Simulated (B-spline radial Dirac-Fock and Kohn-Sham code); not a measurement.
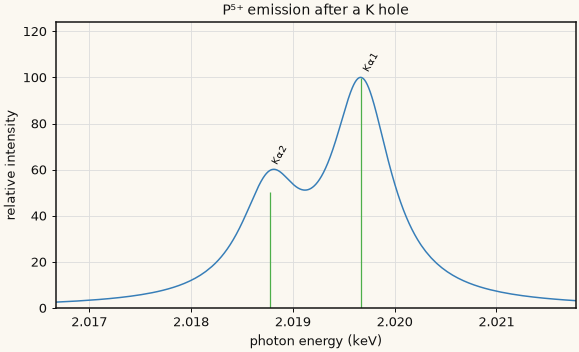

X-ray emission lines that fill a K (1s) hole, broadened by a Lorentzian of 0.70 eV full width. System: the ion P⁵⁺. The calculation used independent-particle rates on relativistic LDA orbitals of the hole state (multipoles to L = 3), energies from Dirac–Fock ΔSCF (a B-spline radial code).

How far apart are K-L3 (Kα1) and K-L2 (Kα2), and what is their intensity ratio?

0.896 eV apart, with K-L2 at 0.50 of the intensity of K-L3.
